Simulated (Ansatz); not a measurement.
# CH2BN− (SMILES [BH2-]C#N): UBHLYP/STO-3G

Aim: the energy change on altering one bond length of CH2BN− at UBHLYP/STO-3G, from 2 runs. 

Program for the calculation: Ansatz 0.2.0.

2 further runs of the same task are left out: 1 that didn't finish, 1 set aside as unsound or not needed.

### 1 Starting point

CH2BN−: 5 atoms, total charge -1, spin state doublet. As SMILES, `[BH2-]C#N`. The coordinates come from a GFN2-xTB relaxation.

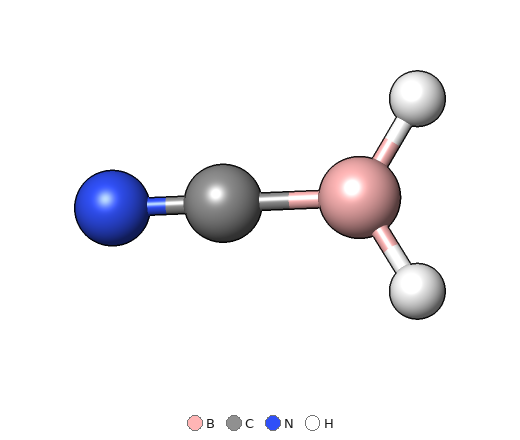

Viewed from a chosen angle; boron pink, carbon grey, nitrogen blue, hydrogen white.

### 2 The energy at UBHLYP/STO-3G

molecule.yaml

```yaml
basis:
  gaussian: {orbitals: STO-3G}
crystal:
  periodic: [false, false, false]
  atoms:
    - {symbol: B, position_ang: [-0.479260, 0.201310, -0.246440]}
    - {symbol: C, position_ang: [0.740110, -0.310900, 0.381160]}
    - {symbol: "N", position_ang: [1.729380, -0.727540, 0.890010]}
    - {symbol: H, position_ang: [-0.889380, -0.271730, -1.280950]}
    - {symbol: H, position_ang: [-1.100840, 1.108860, 0.256220]}
total_charge: -1
magnetization: {spin_polarized: true, initial_magnetization: 1}
hamiltonian: {xc: {name: BHLYP}}
accuracy: high
```

The run is started by

```sh
$ ansatz run molecule.yaml --threads 1 --pin off --max-ram 2610MiB --events-out events.jsonl --progress --plain --runs-dir runs
```

Standard output:

```text
Warning: RAYON_NUM_THREADS=1 ignored (pool sized by the plan → 1); use --threads N
Functional definition: BHLYP
  name "BHLYP"
  parameter a = 0.5
  exchange = (1 - a)*b88_x + a*exact_x
  correlation = lyp_c
295 factors; integrals over basis functions are off by at most 7.8e-9 eV
mean field evaluation 1: about -3187.6501 eV, gradient 1.6e1 eV
mean field evaluation 2: about -3186.6020 eV, gradient 2.3e1 eV
mean field evaluation 4: about -3189.1067 eV, gradient 8.9e-1 eV
mean field evaluation 8: about -3189.0844 eV, gradient 8.3e-2 eV
mean field evaluation 16: about -3189.0848 eV, gradient 2.2e-5 eV
mean field -3189.08479764 eV, -117.1967046741 hartree, gradient 8.2e-8 eV, S^2 0.784406; 0 other end points of the search recorded, 0 dependent functions left out
reference -3189.08481396 eV, -117.1967052736 hartree; 11, 10 occupied and 6, 7 virtual orbitals, 295 factors
Total energy: -3189.08481396 eV, -117.1967052736 hartree
```

It took 1.6 s on 1 thread of Arm Neoverse V1, shared host; peak memory 0.12 GiB.

### 3 The distorted shape, same level

molecule.yaml

```yaml
crystal:
  periodic: [false, false, false]
  atoms:
    - symbol: B
      position_ang: [-0.784087, 0.329356, -0.403332]
    - symbol: C
      position_ang: [0.740110, -0.310900, 0.381160]
    - symbol: N
      position_ang: [1.729380, -0.727540, 0.890010]
    - symbol: H
      position_ang: [-1.194207, -0.143684, -1.437842]
    - symbol: H
      position_ang: [-1.405667, 1.236906, 0.099328]
basis:
  gaussian:
    orbitals: STO-3G
total_charge: -1
magnetization:
  spin_polarized: true
  initial_magnetization: 1
hamiltonian:
  xc: {name: BHLYP}
accuracy: high
```

The run is started by

```sh
$ ansatz run molecule.yaml --threads 1 --pin off --max-ram 2610MiB --events-out events.jsonl --progress --plain --runs-dir runs
```

Standard output:

```text
Warning: RAYON_NUM_THREADS=1 ignored (pool sized by the plan → 1); use --threads N
[... 5 set-up lines as earlier in the session ...]
292 factors; integrals over basis functions are off by at most 1.1e-8 eV
mean field evaluation 1: about -3186.3293 eV, gradient 1.6e1 eV
mean field evaluation 2: about -3184.9065 eV, gradient 2.5e1 eV
mean field evaluation 4: about -3187.9134 eV, gradient 7.7e-1 eV
mean field evaluation 8: about -3187.8716 eV, gradient 5.6e-2 eV
mean field evaluation 16: about -3187.8718 eV, gradient 2.6e-5 eV
mean field -3187.87183306 eV, -117.1521290480 hartree, gradient 1.6e-8 eV, S^2 0.764728; 0 other end points of the search recorded, 0 dependent functions left out
reference -3187.87184980 eV, -117.1521296630 hartree; 11, 10 occupied and 6, 7 virtual orbitals, 292 factors
Total energy: -3187.87184980 eV, -117.1521296630 hartree
```

It took 1.6 s on 1 thread of Arm Neoverse V1, shared host; peak memory 0.12 GiB.

### 4 Results

Level: UBHLYP/STO-3G.

| quantity | value |
| --- | --- |
| first shape: total energy | -117.19671 Eh |
| first shape: ⟨S²⟩ | 0.784 |
| distorted shape: total energy | -117.15213 Eh |
| distorted shape: ⟨S²⟩ | 0.765 |
| energy change with the B1–C2 bond stretched from 1.464 to 1.830 Å | 1.213 eV |

With the B1–C2 bond stretched from 1.464 to 1.830 Å the energy rises by 1.21 eV (28 kcal/mol). The first shape isn't relaxed at this level, so the change isn't measured from a minimum. The minimal basis adds a large error of its own.
